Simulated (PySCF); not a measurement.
AlH8N4 (charge −1)

```xyz
13

Al    0.0070    0.0005    0.0044
N    -0.1978    0.0916    1.8680
H     0.2427   -0.6780    2.3735
H     0.1996    0.9398    2.2734
N     1.8064    0.1304   -0.5172
H     2.3860   -0.6160   -0.1311
H     1.9391    0.0752   -1.5278
N    -0.8490    1.4275   -0.8615
H    -0.4908    2.3488   -0.6073
H    -1.8496    1.4665   -0.6649
N    -0.7404   -1.6532   -0.4769
H    -0.6962   -1.8370   -1.4797
H    -1.7263   -1.7481   -0.2308
```

Geometry: PBE0-D3(BJ)/def2-SVP.

Theory: PBE0/pcSseg-1 Al:pcSseg-2, SCF density, gas phase, non-relativistic (PySCF 2.14.0).

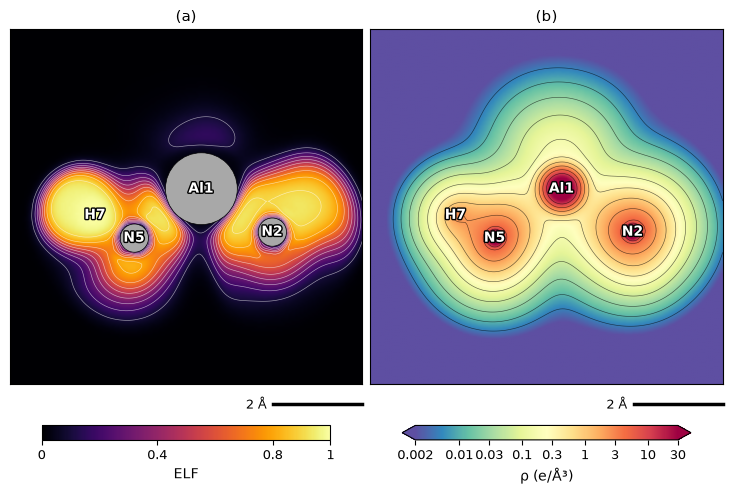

Figure 1. (a) electron localisation function; (b) electron density on the plane of atoms Al1, N5 and H7. Grey discs cover the atomic cores in the ELF map.

Question: Read the bonding off the picture.

Answer:
- The section cuts through Al, N and H sites.
- Al–N (1.88 Å): ρ at the midpoint is about 0.75 e/Å³; the ELF peaks at about 0.95 between the atoms, as expected for a shared but strongly polarised pair.
- N–H (1.02 Å): the density is about 2.7 e/Å³ at the midpoint; the ELF climbs to about 1 towards the hydrogen, as it does in any bond to H: an ordinary covalent bond to hydrogen.
- The ELF also peaks beside N2, away from the bonds: lone-pair regions.

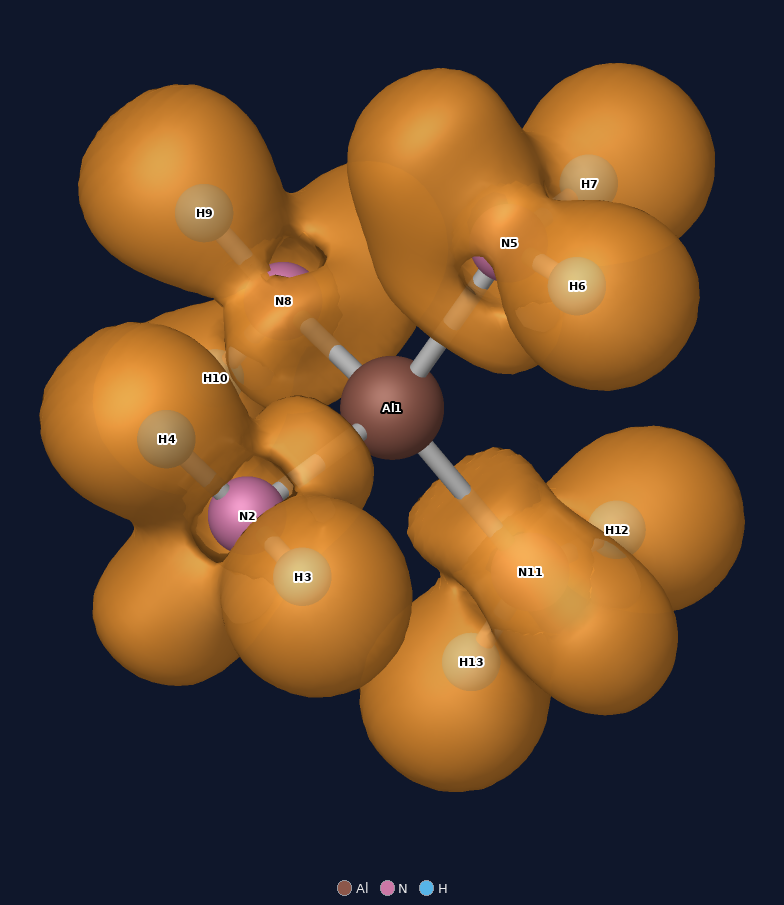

Figure 2. Isosurface of the electron localisation function at 0.75 (orange), seen from one side. Core shells and regions of very low density are left out.

Question: Identify the bonds, lone pairs and shells in this picture.

Answer: The surface consists of four joined regions spread over several atoms (H, N), in which their bonds and any lone pairs are merged.
